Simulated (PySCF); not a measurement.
C$_{4}$H$_{11}$NO$_{3}$Si

The calculation's input:

```
{"job": {"kind": "nmr", "xc": "PBE0", "basis": "pcSseg-1"}, "charge": 0, "multiplicity": 1}
C      2.057811     1.645571     0.221226
C      1.206160     0.496833    -0.294789
O      2.079736    -0.635227    -0.465241
C      1.643057    -1.635875    -1.200184
O      0.617399    -1.702430    -1.812409
O      0.229722     0.148388     0.598313
Si    -1.388349     0.352349     0.418543
C     -2.099672    -0.807233     1.736710
N     -1.789266     0.071910    -1.231784
H      2.849064     1.871656    -0.487136
H      2.492734     1.364425     1.176049
H      1.424507     2.516944     0.356276
H      0.773376     0.736111    -1.277091
H      2.400652    -2.439221    -1.186993
H     -1.718924     1.762762     0.658925
H     -3.173521    -0.669904     1.812011
H     -1.673732    -0.619402     2.716430
H     -1.916416    -1.850310     1.493106
H     -2.753042     0.050412    -1.519730
H     -1.266443    -0.647081    -1.715268
```

Launched as:

```sh
OMP_NUM_THREADS=1 python probes_run.py task.json out
```

Geometry: GFN2-xTB.

All numbers below come from PBE0/pcSseg-1, SCF density, gas phase, non-relativistic in PySCF 2.14.0.

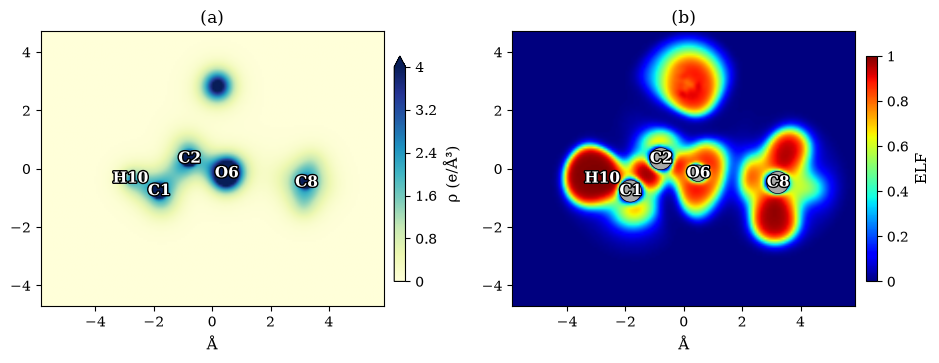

Figure 1. (a) total electron density; (b) ELF on the plane of atoms C2, C1 and H10. Grey discs cover the atomic cores in the ELF map.

Q: What do the fields say about this system?

A: The plane passes through C, O and H nuclei.
C–C (1.52 Å): ρ at the midpoint is about 1.7 e/Å³; the ELF peaks at about 0.95 between the atoms, as expected for a shared electron pair.
The ELF also peaks beside O6 and O5, away from the bonds: lone-pair regions.

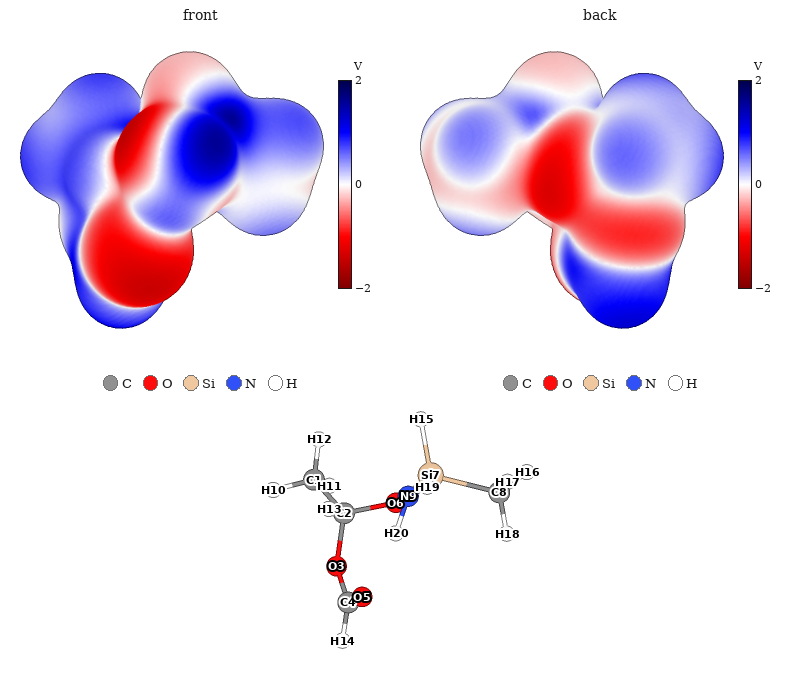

Figure 2. The electrostatic potential painted on the density surface at 0.002 e/bohr³, seen from the front and from behind; the colour scale runs from red (negative) to blue (positive). The bare structure is drawn below in the same view.

Q: Which sites attract a positive test charge, and which a negative one?

A: A positive charge is drawn to the negative regions and a negative charge to the positive ones. The most negative region (about −1.4 V) lies over O5 and N9, the most positive (about +1.5 V) over Si7 and H19.

Q: How polar is the molecule by this calculation?

A: Its dipole moment is 0.35 D.
